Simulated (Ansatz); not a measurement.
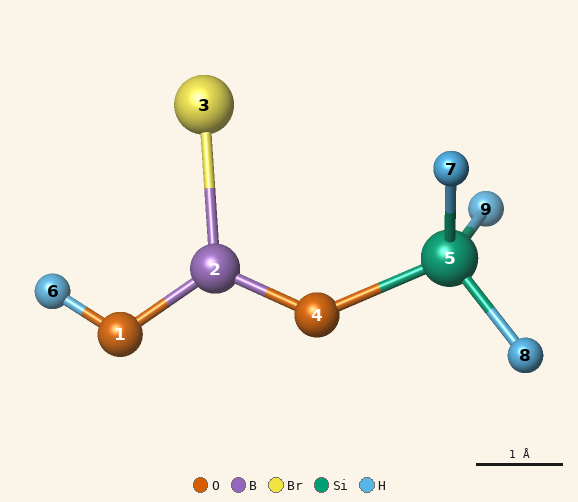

Orthographic view with a scale bar. The computed structure is the end point of a PBE-D4/def2-SVP optimisation. No frequency run is at hand to confirm it as a minimum.

Write Cartesian coordinates in Å in the frame of the picture: x to the right, y up, z towards the viewer, origin at the mean of the atomic positions.

```xyz
9
BBrH4O2Si
O   -2.27  -0.92  -0.20
B   -1.15  -0.15  -0.17
Br  -1.28   1.78  -0.60
O    0.04  -0.69   0.15
Si   1.60  -0.02   0.28
H   -3.06  -0.41  -0.44
H    1.62   1.03   1.35
H    2.49  -1.17   0.66
H    2.03   0.56  -1.03
```
